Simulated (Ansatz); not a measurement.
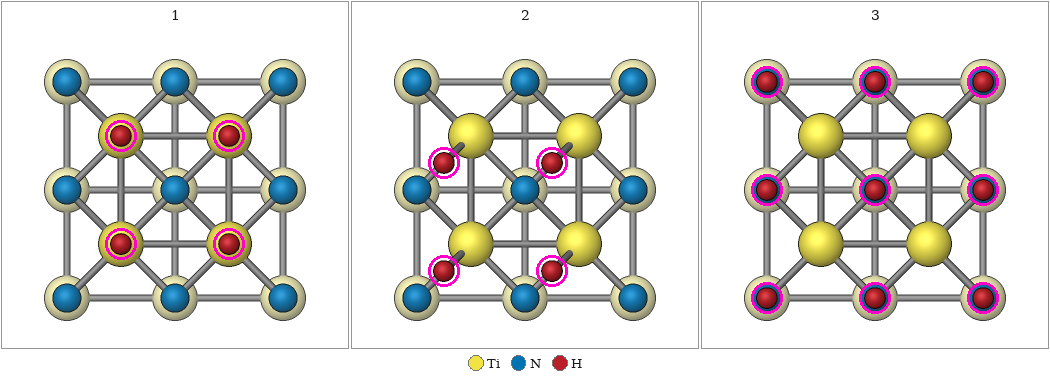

H on a TiN(100) slab cut from the Fm-3m phase, its upper half relaxed before the scan (6 atoms of substrate and one adsorbate in a 1 × 1 cell). H is moved over the surface cell; relaxed at each place: the height of the adsorbate's atoms; substrate rigid; the origin of the map has the adsorbate above N6. Places are given modulo a cell vector. The map is drawn in real space over the plane of the surface. The scan uses an 8 × 8 grid; 15 points were computed and 49 follow by symmetry. Energies are in eV, from the lowest grid point. With one adsorbate in each 1 × 1 cell, its nearest image is 3.0 Å away, so neighbouring adsorbates interact. The calculation used DFT PBE, scalar-relativistic, plane waves, PAW in Ansatz 0.2.0. Settings: cutoff 420 eV, k-mesh 9×9×1, gaussian smearing 0.1 eV, no spin polarisation.

The numbered pictures are structures from this grid. Rings mark the moved atoms.

**Rank them by energy, lowest first.**

3, at the top site over a surface N atom, (0/8, 0/8) of the cell vectors: 0.00 eV; 1, at the top site over a surface Ti atom, (4/8, 4/8) of the cell vectors: 0.28 eV; 2, at a bridge site between Ti and N, (2/8, 2/8) of the cell vectors: 0.56 eV.

The map, with the structures marked:

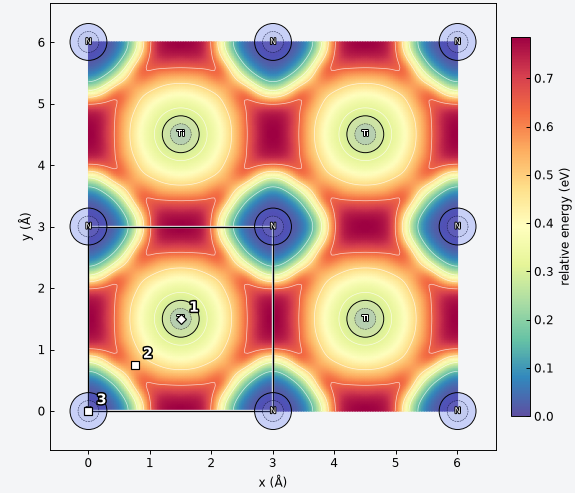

The picture shows a smooth colour map with a few white contour lines, labelled circles for the atoms of the top layer and small ones for the second layer, the outline of one cell of the 2 × 2 shown. Between grid points the surface is interpolated.

PAW datasets: the set soft_1.
